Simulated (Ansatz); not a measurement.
# H$_{2}$OSi: what the fields show

Input

```
crystal:
  periodic: [false, false, false]
  atoms:
    - symbol: O
      position_ang: [-1.525064, -1.265350, 2.510656]
    - symbol: Si
      position_ang: [-1.148745, -1.385299, 1.047282]
    - symbol: H
      position_ang: [-0.510447, -2.585572, 0.448419]
    - symbol: H
      position_ang: [-1.373898, -0.316508, 0.040451]
basis:
  gaussian:
    orbitals: def2-TZVPD
hamiltonian:
  xc: {name: PBE0}
output:
  forces: true
  orbitals: {seedname: orbitals}
```

Run with:

```sh
ansatz run input.yaml --threads 1 --pin off --max-ram 2610MiB --events-out events.jsonl --progress --plain --runs-dir runs
```

Geometry: PBE0-D4/def2-TZVP.

Theory: Ansatz, isolated molecule in a Gaussian basis; Kohn-Sham density functional theory, functional PBE0.

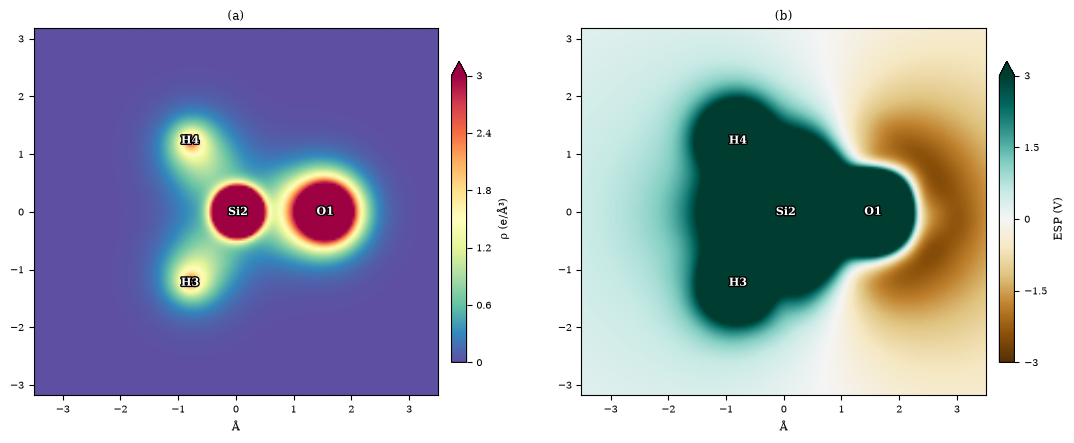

Figure 1. (a) electron density; (b) electrostatic potential on the molecular plane.

**Describe what can be read from this map.**

- The plane passes through O, Si and H nuclei.
- Si–O (1.52 Å): ρ is about 1.6 e/Å³ halfway.
- Si–H (1.49 Å): ρ at the midpoint is about 0.83 e/Å³.
- Outside the dense part of the molecule the potential is most negative (−2.5 V) near O1.

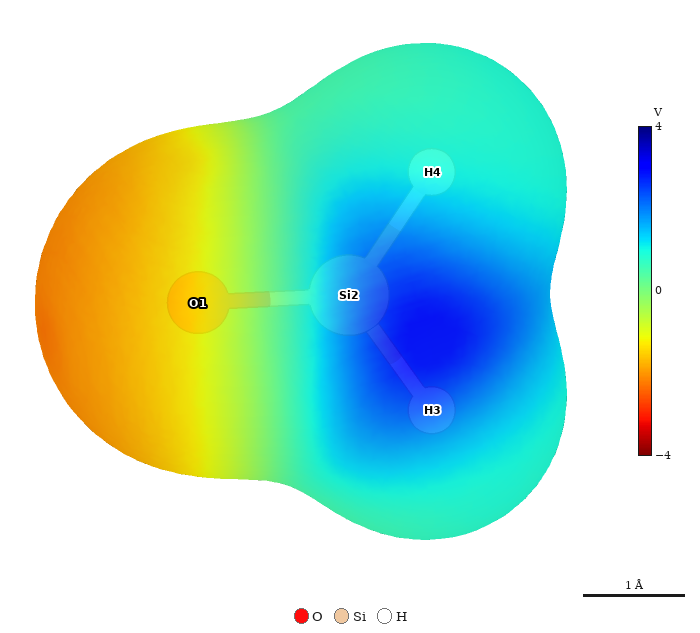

Figure 2. The molecular electrostatic potential painted on the density surface at 0.002 e/bohr³, seen at a tilt; the colour scale runs from red (negative) to blue (positive).

**Describe the electrostatic potential map.**

The most negative region (about −2.2 V) lies over O1, the most positive (about +3.1 V) over Si2. O1 is the likeliest acceptor of a hydrogen bond.

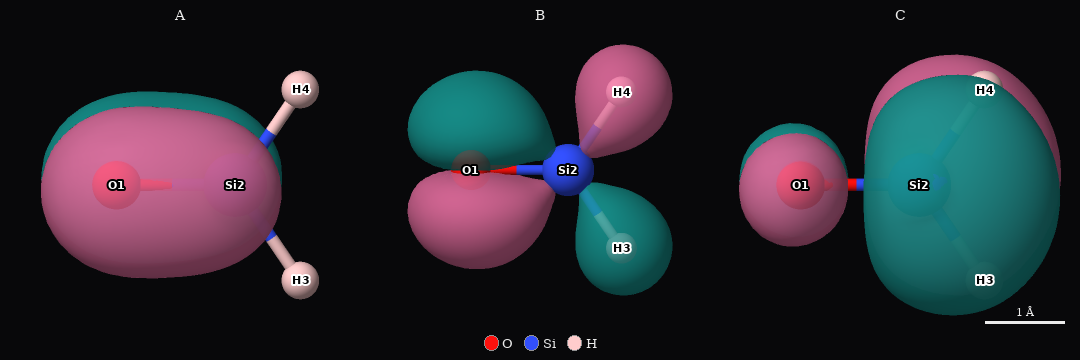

Figure 3. Three frontier orbitals at ±0.1 Å⁻³ᐟ² (teal and pink are the two phases), in no order.

**Order the three orbitals by energy and name them.**

A is the HOMO−1 (−9.20 eV). Its weight (Hirshfeld) is mainly on O1 (about 70 %) and Si2 (about 30 %); it changes sign across the molecular plane (π type); π-bonding across O1–Si2. B is the HOMO (−8.32 eV). It lies mainly on O1 (about 70 %), H3 (about 5 %) and H4 (about 5 %); it is symmetric in the molecular plane (an in-plane orbital: σ, lone-pair or in-plane π type); largely a lone pair of O1. C is the LUMO (−2.31 eV). It lies mainly on Si2 (about 70 %), O1 (about 15 %), H3 (about 5 %) and H4 (about 5 %); it changes sign across the molecular plane (π type).

**What is the HOMO–LUMO gap?**

6.01 eV between the orbital energies.
